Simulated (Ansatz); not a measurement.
# CH$_{4}$O$_{2}$Si: what the fields show

The calculation's input:

```
crystal:
  periodic: [false, false, false]
  atoms:
    - { symbol: O, position_ang: [-1.45003, 1.16188, -0.46143] }
    - { symbol: Si, position_ang: [-0.01128, 0.71587, 0.12334] }
    - { symbol: C, position_ang: [0.51222, -1.0285, 0.40032] }
    - { symbol: O, position_ang: [0.95057, -0.25409, -0.78735] }
    - { symbol: H, position_ang: [-1.82293, 0.74937, -1.23883] }
    - { symbol: H, position_ang: [0.55516, 1.82686, 0.83157] }
    - { symbol: H, position_ang: [-0.08902, -1.87985, 0.10992] }
    - { symbol: H, position_ang: [1.35531, -1.29154, 1.02247] }
basis:
  gaussian: { orbitals: def2-SVP }
hamiltonian:
  xc: pbe0
  dispersion: d4
relax:
  f_tol: 0.02
  max_steps: 50
output:
  orbitals: {}
```

Run with:

```sh
ansatz run input.yaml --threads 1 --pin off --max-ram 2048MiB --backend cpu --events-out ev --progress --plain --runs-dir out
```

The fields are those of the relaxed geometry.

These are results of RKS PBE0-D4/def2-SVP in Ansatz, not measurements.

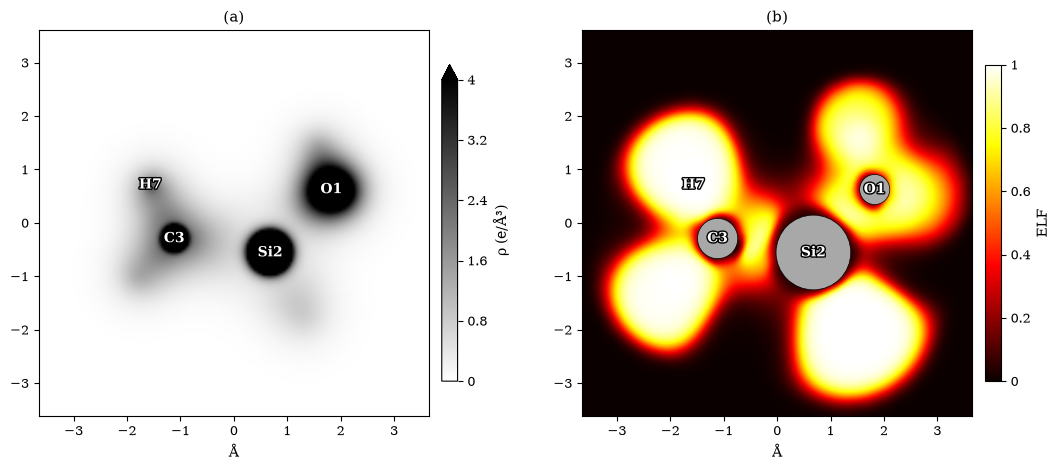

Figure 1. (a) electron density; (b) electron localisation function on the plane of atoms Si2, C3 and H7. Grey discs cover the atomic cores in the ELF map.

Read the bonding off the picture.

The section cuts through O, Si, C and H sites.
Si–O (1.65 Å): the density is about 1.1 e/Å³ at the midpoint; the ELF peaks at about 0.90 between the atoms (a shared but strongly polarised pair).
C–Si (1.81 Å): ρ at the midpoint is about 0.92 e/Å³; the ELF peaks at about 0.90 between the atoms, as expected for localised, covalent bonding.
C–H (1.10 Å): ρ at the midpoint is about 1.9 e/Å³; the ELF climbs to about 1 towards the hydrogen, as it does in any bond to H; a covalent bond by its length.
The ELF also peaks beside O1, away from the bonds: lone-pair regions.

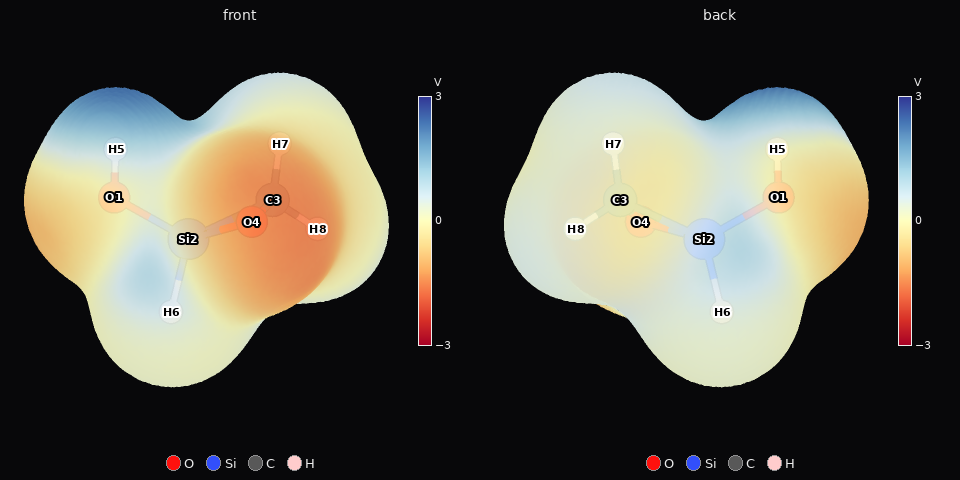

Figure 2. The electrostatic potential painted on the density surface at 0.001 e/bohr³, seen from the front and from behind; the colour scale runs from red (negative) to blue (positive).

Where is the surface potential most negative and most positive?

The most negative region (about −1.6 V) lies over O4, the most positive (about +2.3 V) over H5. O4 is the likeliest acceptor of a hydrogen bond.

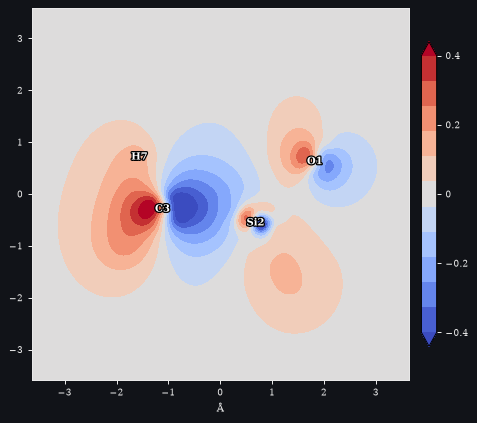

Figure 3. The HOMO on the plane of atoms O1, Si2 and C3 (values in Å⁻³ᐟ²; the overall sign is arbitrary).

What is the character of this orbital?

It lies mainly on C3 (about 30 %), O4 (about 30 %), Si2 (about 20 %) and O1 (about 10 %). Its energy is −7.32 eV.

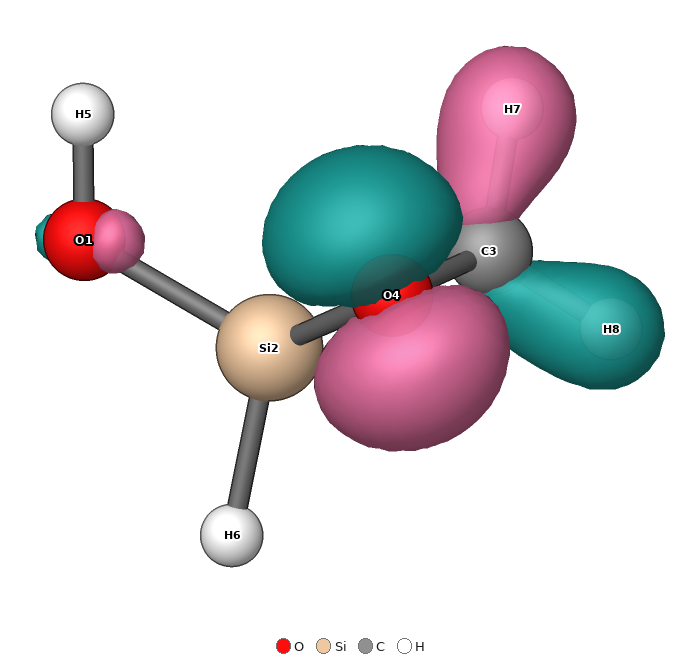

Figure 4. The HOMO−1 at ±0.2 Å⁻³ᐟ² (teal and pink are the two phases), seen across its widest extent.

Where does this orbital lie, and at what energy?

Its weight (Hirshfeld) is mainly on O4 (about 65 %), C3 (about 10 %) and H7 (about 5 %). Its energy is −8.08 eV.
